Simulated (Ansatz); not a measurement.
**PBE-QIDH/aug-cc-pVTZ run of [NH2]− (SMILES [NH2-])**

What is the energy change on altering one bond length of [NH2]− at PBE-QIDH/aug-cc-pVTZ? 

Program for the calculation: Ansatz 0.2.0.

## 1. The molecule

The species is [NH2]− (3 atoms), meant as a singlet with charge -1. As SMILES, `[NH2-]`. The coordinates come from a PBE0-D4/def2-TZVPD relaxation.

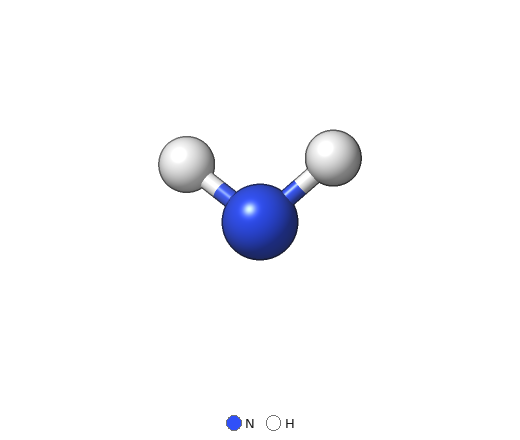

The structure, seen from a chosen angle (nitrogen blue, hydrogen white).

## 2. The energy at PBE-QIDH/aug-cc-pVTZ

molecule.yaml reads:

```yaml
crystal:
  periodic: [false, false, false]
  atoms:
    - {symbol: "N", position_ang: [0.342200, -0.203000, 0.168700]}
    - {symbol: H, position_ang: [0.125500, 0.801200, 0.156000]}
    - {symbol: H, position_ang: [-0.467700, -0.598200, -0.324700]}
basis:
  gaussian:
    orbitals: aug-cc-pVTZ
output: {orbitals: {seedname: orbitals}}
total_charge: -1
accuracy: high
correlation:
  frozen_orbitals: {H: 0, "N": 1}
hamiltonian:
  xc: {name: PBE-QIDH}
```

Command:

```console
$ ansatz run molecule.yaml --threads 1 --pin off --max-ram 3480MiB --events-out events.jsonl --progress --plain --runs-dir runs
```

Standard output:

```text
Warning: RAYON_NUM_THREADS=1 ignored (pool sized by the plan → 1); use --threads N
Functional definition: PBE-QIDH
  name "PBE-QIDH"
  parameter a = 3^(-1/3)
  parameter c = 1/3
  exchange = (1 - a)*pbe_x + a*exact_x
  correlation = (1 - c)*pbe_c + c*(mp2_os + mp2_ss)
1355 factors; integrals over basis functions are off by at most 2.9e-9 eV
mean field evaluation 1: about -1516.8063 eV, gradient 9.2e0 eV
mean field evaluation 2: about -1516.8068 eV, gradient 9.2e0 eV
mean field evaluation 4: about -1517.0673 eV, gradient 2.1e0 eV
mean field evaluation 8: about -1517.0800 eV, gradient 2.7e-2 eV
mean field evaluation 16: about -1517.0800 eV, gradient 5.3e-6 eV
mean field -1517.08004986 eV, -55.7516635185 hartree, gradient 1.9e-8 eV, S^2 0.000000; 0 other end points of the search recorded, 0 dependent functions left out
1 core orbitals not correlated: weight in the atoms' cores, before any rotation towards them, 1.000 or more for the frozen orbitals, at most 0.000 for the correlated occupied ones
reference -1517.08005074 eV, -55.7516635508 hartree; 4, 4 occupied and 87, 87 virtual orbitals, 1355 factors
second order -8.00826827 eV of doubles, -0.00000000 eV of singles
Total energy: -1519.74947349 eV, -55.8497630277 hartree
```

It took 2.9 s on 1 thread of Arm Neoverse V1, shared host; peak memory 0.16 GiB.

## 3. The distorted shape at the same level

job.yaml reads:

```yaml
basis:
  gaussian:
    orbitals: aug-cc-pVTZ
crystal:
  periodic: [false, false, false]
  atoms:
    - {symbol: N, position_ang: [0.374704, -0.353627, 0.170605]}
    - {symbol: H, position_ang: [0.125500, 0.801200, 0.156000]}
    - {symbol: H, position_ang: [-0.435196, -0.748827, -0.322795]}
total_charge: -1
hamiltonian:
  xc: {name: PBE-QIDH}
correlation:
  frozen_orbitals: {H: 0, "N": 1}
accuracy: high
output: {orbitals: {seedname: orbitals}}
```

Command:

```console
$ ansatz run job.yaml --threads 1 --pin off --max-ram 3480MiB --events-out events.jsonl --progress --plain --runs-dir runs
```

Standard output, shortened:

```text
Warning: RAYON_NUM_THREADS=1 ignored (pool sized by the plan → 1); use --threads N
Functional definition: PBE-QIDH
  name "PBE-QIDH"
[...]
1374 factors; integrals over basis functions are off by at most 3.5e-9 eV
[...]
mean field -1516.66479961 eV, -55.7364033532 hartree, gradient 4.2e-8 eV, S^2 0.000000; 0 other end points of the search recorded, 0 dependent functions left out
1 core orbitals not correlated: weight in the atoms' cores, before any rotation towards them, 1.000 or more for the frozen orbitals, at most 0.000 for the correlated occupied ones
reference -1516.66480057 eV, -55.7364033887 hartree; 4, 4 occupied and 87, 87 virtual orbitals, 1374 factors
second order -8.14519907 eV of doubles, -0.00000000 eV of singles
Total energy: -1519.37986693 eV, -55.8361802369 hartree
```

It took 2.9 s on 1 thread of Arm Neoverse V1, shared host; peak memory 0.16 GiB.

## 4. Summary of results

At PBE-QIDH/aug-cc-pVTZ, 1 core orbital frozen:

| quantity | value |
| --- | --- |
| first shape: total energy | -55.84976 Eh |
| first shape: HOMO energy (SCF part's orbitals) | -0.32 eV |
| first shape: LUMO energy (SCF part's orbitals) | 4.21 eV |
| first shape: HOMO–LUMO gap (to an unbound level, set by the basis) | 4.53 eV |
| distorted shape: total energy | -55.83618 Eh |
| distorted shape: HOMO energy (SCF part's orbitals) | -0.43 eV |
| distorted shape: LUMO energy (SCF part's orbitals) | 4.21 eV |
| distorted shape: HOMO–LUMO gap (to an unbound level, set by the basis) | 4.64 eV |
| energy change with the N1–H2 bond stretched from 1.027 to 1.181 Å | 0.370 eV |

**Reading.** With the N1–H2 bond stretched from 1.027 to 1.181 Å the energy rises by 0.37 eV (35.7 kJ/mol). The first shape isn't relaxed at this level, so the change isn't measured from a minimum.
